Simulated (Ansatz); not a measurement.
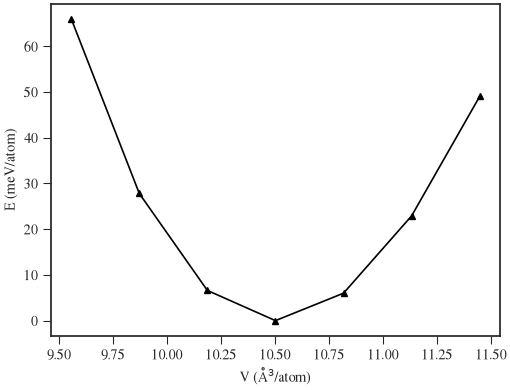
*SiC (wurtzite, P6_3mc) under volume change, PBE in the plane-wave PAW code Ansatz, shape and atoms relaxed at each volume.*

Task: What does a third-order Birch–Murnaghan fit give for V₀, B₀ and B′?

Result: V₀ = 10.50 Å³/atom, B₀ = 213 GPa, B′ = 3.9.

Symmetry was held in the PBE relaxation.

Potentials: the later of the program's two PAW sets.
